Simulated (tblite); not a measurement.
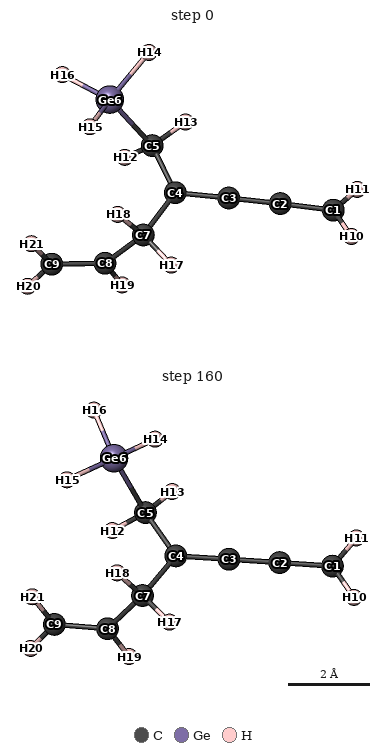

The structure of C$_{8}$H$_{12}$Ge before (top) and after (bottom) a relaxation, at one scale.

A ball-and-stick model, seen face on.

Theory: GFN2-xTB geometry optimisation, gas phase (tblite). 

What changed between the two?

The atom that moves furthest after the best rigid fit is H16 (1.01 Å). By element the largest moves are H 1.01 Å, C 0.23 Å, Ge 0.12 Å. Some distances before and after: Ge6–H14 1.579 → 1.495 Å, C5–Ge6 1.929 → 1.986 Å, C5–H12 1.133 → 1.093 Å, Ge6–H15 1.538 → 1.498 Å. Among the angles between lasting bonds that change: C5–C4–C7 124.4° → 116.5°, C5–Ge6–H14 106.0° → 111.2°, H10–C1–H11 122.1° → 117.0°. Groups turn about C5–Ge6 by about 50°. After 160 geometry steps the energy has fallen by 0.537 eV. The run took 2.3 s on 1 thread of Intel(R) Xeon(R) Processor, with other jobs on the host.
